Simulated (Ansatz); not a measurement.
Pressure series in Al

Start from Al in the fcc (Cu type) structure (space group Fm-3m, No. 225).

```xyz
1
Lattice="0.0000 1.9954 1.9954 1.9954 0.0000 1.9954 1.9954 1.9954 0.0000" Properties=species:S:1:pos:R:3 pbc="T T T"
Al     0.0000     0.0000     0.0000
```

Cell and atoms are relaxed at each pressure.

The values are results of r2SCAN/PAW in Ansatz (a first-principles code), without spin-orbit coupling, earlier PAW set, not measurements.

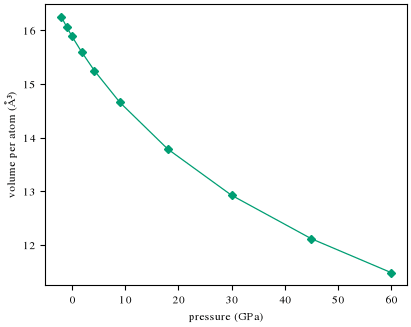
Figure: Volume per atom against pressure

**Question.** From the plot, what is the volume per atom for pressure 45 GPa?

**Answer.** About 12.1 Å³.

**Question.** Is the trend monotonic over the range shown?

**Answer.** Yes, it falls throughout, spanning 11.49 Å³ to 16.25 Å³.

Load acts through the strain it causes; cell and atoms are relaxed under it. Whether these cells are dynamically stable was not tested. Competing high-pressure phases were not computed.
